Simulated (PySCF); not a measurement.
## A study: C₄H₈S, SMILES `CCC(C)=S`

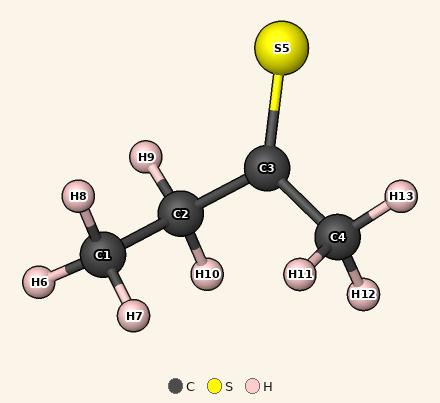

The molecule, with its atoms numbered as below. No frequency check shows the geometry to be a minimum.

Coordinates in Å:

```
C1      -2.0931    0.4495    0.4514
C2      -1.0354    0.3977   -0.6566
C3       0.2270   -0.2432   -0.1744
C4       0.2089   -1.7143    0.0506
S5       1.5559    0.6424    0.1224
H6      -2.9704    0.9839    0.0966
H7      -2.3968   -0.5509    0.7489
H8      -1.6996    0.9694    1.3217
H9      -0.8157    1.4144   -0.9855
H10     -1.4338   -0.1679   -1.5034
H11     -0.4608   -1.9537    0.8777
H12     -0.1646   -2.2316   -0.8331
H13      1.2033   -2.0795    0.2929
```

Part 1: Excited states

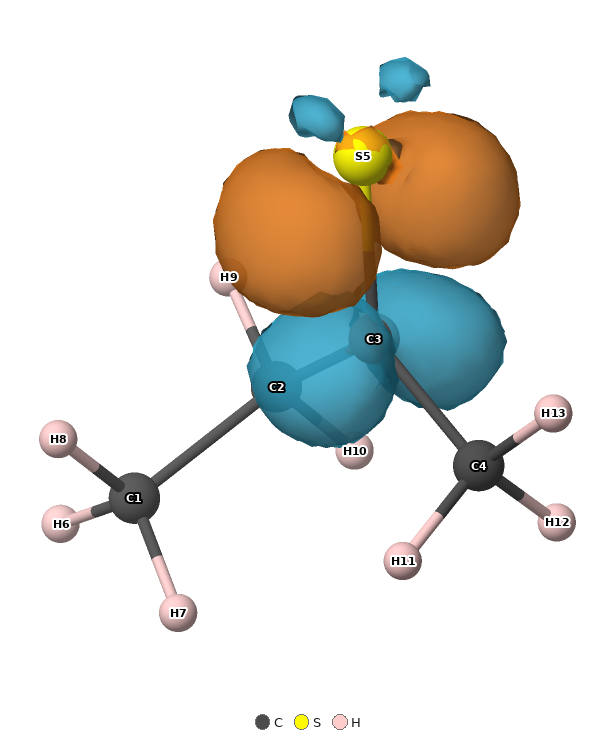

Unrelaxed difference density of T₂ less the ground state (CIS triplet states), ±0.04 e/Å³; light blue: gain, orange: loss.

Level of theory: HF/6-311+G** (PySCF), at a geometry from GFN2-xTB.

How does the charge move on excitation?

Answer. 0.38 e is displaced in all, of which about 0.2 e passes between atoms: S5 (0.23 e) loses electrons and C3 (0.15 e) gains them. The state: 2.81 eV (440 nm), spin-forbidden from the singlet ground state; the leading pair carries 99 %; hole on S5 (64 %) and C3 (25 %), electron on C3 (41 %), S5 (40 %) and C2 and C4 (5 % each); their centroids lie 0.4 Å apart.

Part 2: Localised orbitals

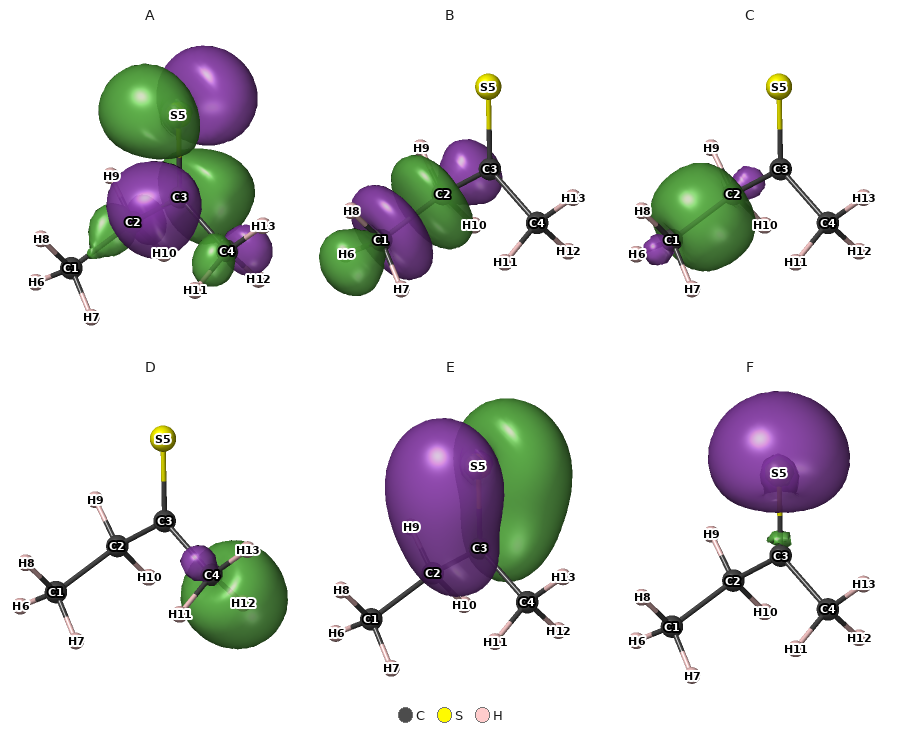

Intrinsic bond orbitals (IBO), occupied and valence-virtual; each surface holds about 85 % of the orbital's density. Energies are diagonal elements of the Fock matrix.

PySCF calculation, HF/def2-SVPD, gas phase; geometry: GFN2-xTB.

What does each orbital represent in a Lewis picture?

Answer. By panel:
- A: π* orbital C3–S5, mostly on C3 (C3 63 %, S5 33 %; 4.4 eV)
- B: σ* orbital C1–C2 (C1 51 %, C2 49 %; 16.1 eV)
- C: σ bond C2–C1 (C2 50 %, C1 48 %; −19.6 eV)
- D: σ bond C4–H12 (C4 56 %, H12 43 %; −18.4 eV)
- E: π bond S5–C3 (S5 66 %, C3 32 %; −10.7 eV)
- F: lone pair on S5 (s-type) (S5 100 %; −19.0 eV)

Which has the smallest and which the largest spatial spread?

Answer. Smallest: D (0.85 Å); largest: E (1.37 Å).

Part 3: Stretching a bond

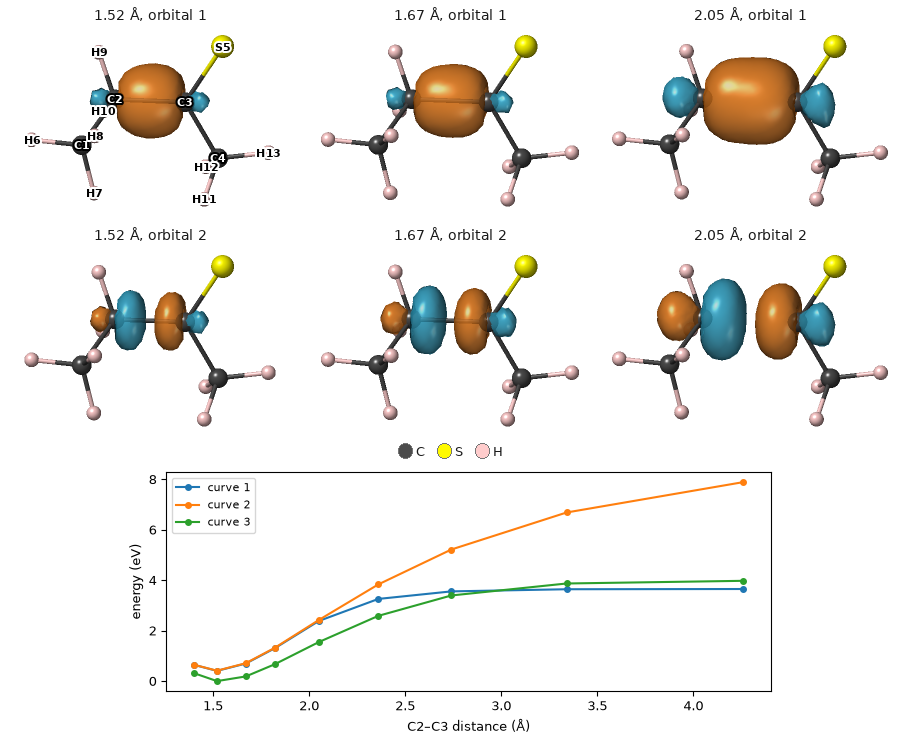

Rigid stretch of the C2–C3 bond. The two CASSCF(2,2) natural orbitals nearest half filling (orbital 1 the more occupied). Below: energies along the scan, from the lowest point of the three curves.

PySCF calculation, 6-31+G* basis, gas phase; geometry: GFN2-xTB.

How do the occupations change along the stretch?

Answer. 1.52 Å: 1.98 and 0.02; 1.67 Å: 1.97 and 0.03; 2.05 Å: 1.92 and 0.08. At the longest distance computed (4.26 Å) they are 1.09 and 0.91, and the effective number of unpaired electrons is 2.0.

UHF's ⟨S²⟩ passes 1 along the scan (up to 1.34), so it also polarises electrons outside the stretched bond; its energy lowering isn't due to that bond alone.

Which curve is which method?

Answer. Curve 1 is UHF. Curve 2 is RHF. Curve 3 is CASSCF(2,2). RHF rises too steeply because it keeps both electrons in one orbital and so mixes in ionic fragments.

UHF already breaks spin symmetry near equilibrium here (⟨S²⟩ = 0.12 at 1.52 Å), for reasons apart from this bond.

How much energy does the stretch cost?

Answer. By CASSCF, 4.0 eV from the lowest point of the scan (1.52 Å) to 4.26 Å; RHF gives 7.5 eV from its own lowest point. The fragments aren't relaxed and dynamic correlation is missing, so this isn't a bond dissociation energy.

The PySCF runs shown took 4.6 min, 3.6 s and 9.4 min on 1 thread of Arm Neoverse V2, on a shared host.
